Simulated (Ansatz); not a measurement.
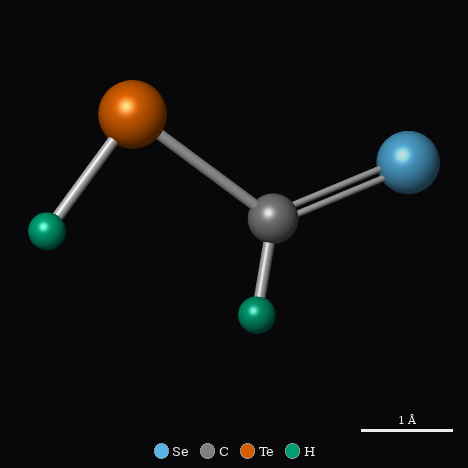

Double and triple bonds are drawn as two and three sticks.

The computed structure is the end point of a PBE0-D4/def2-TZVP optimisation.

What is the molecular formula?

Answer. CH₂SeTe, 5 atoms: 1 carbon, 2 hydrogen, 1 selenium and 1 tellurium.

Count the bonded pairs by element.

Answer. 1 C–Se, 1 C–Te, 1 C–H, 1 Te–H.

Give a SMILES string for it.

Answer. [Se]=C[TeH]

More results for the same structure follow; atom numbers are the same in all pictures, views and colours differ.

### Geometry

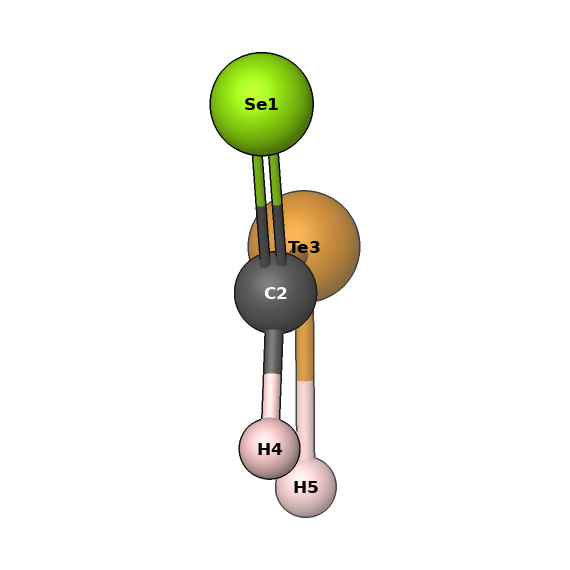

Te3 lies behind C2. The molecule seen nearly along the C2–Te3 bond, C2 in front. Distant atoms are faded towards the background colour.

What is the torsion angle Se1–C2–Te3–H5? The sign is positive where the front bond must turn clockwise to cover the back bond.

Answer. 180°, antiperiplanar (anti).

### Charges

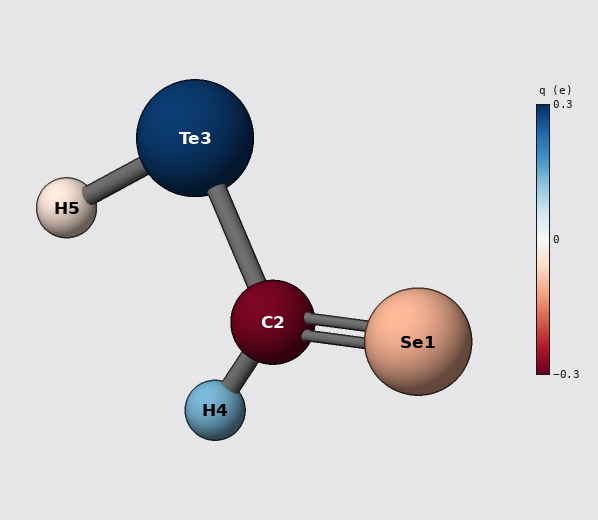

Atoms are coloured by their Mulliken charges. Properties computed with RKS B3LYP-D4/def2-TZVPP, core potentials on Te (Ansatz 0.2.0).

Which atom carries the highest charge (most positive or least negative)?

Answer. Te3 (0.29 e).

And the lowest?

Answer. C2 (−0.28 e).

Give the Mulliken charges atom by atom.

| atom | value (e) |
| --- | --- |
| Se1 | −0.10 |
| C2 | −0.28 |
| Te3 | 0.29 |
| H4 | 0.14 |
| H5 | −0.04 |

### Thermal motion

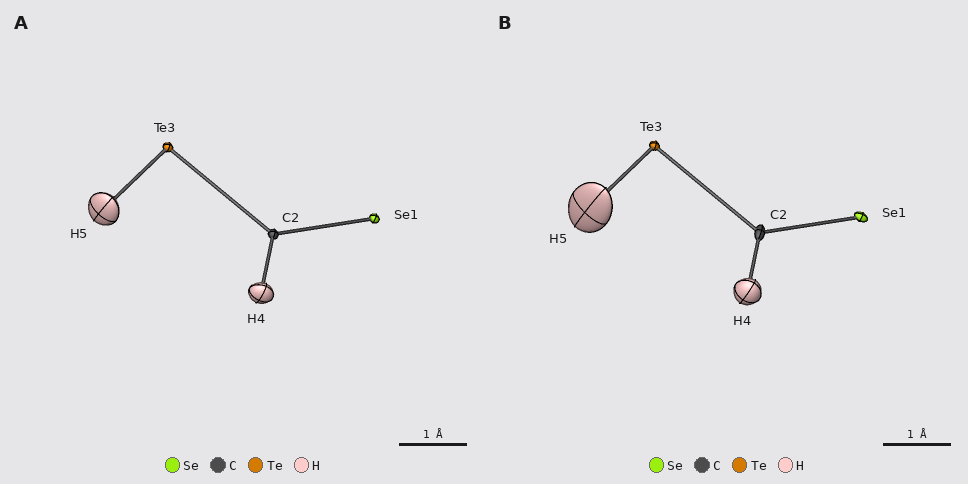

Displacement ellipsoids at the 50 % level, from the internal vibrations of the free molecule (harmonic, no overall translation or rotation; no half-axis is drawn under 0.075 Å). Vibrations computed with RKS PBE0-D4/def2-TZVP, core potentials on Te (Ansatz 0.2.0). One panel is for 100 K, the other for 600 K.

Which panel is for 600 K?

Answer. B.

How much does the mean-square displacement of H5 grow, and why?

Answer. U_eq goes from 0.0291 to 0.0705 Å², a factor of 2.4. Modes below kT (417 cm⁻¹ at 600 K) grow about in proportion to T, and the lowest lies at 141 cm⁻¹; the mean-square amplitude of a mode is its zero-point value times coth(ħω/2kT), which comes close to 1 only above about 3kT.

### Dipole moment

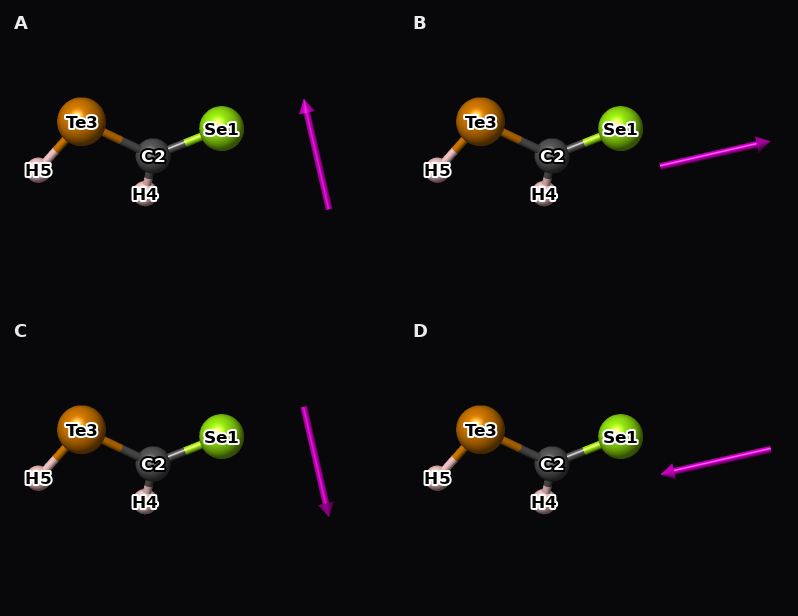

The same molecule four times, each with an arrow. Properties computed with RKS PBE-D4/def2-TZVPP, core potentials on Te (Ansatz 0.2.0).

Which arrow points along the dipole moment, from the negative to the positive end?

Answer. D. The dipole moment is 2.36 D; it points from the side of Se1 to the side of H5 (the outermost atoms at the two ends).

Mulliken values depend strongly on the basis set and can even reverse the polarity of a bond.
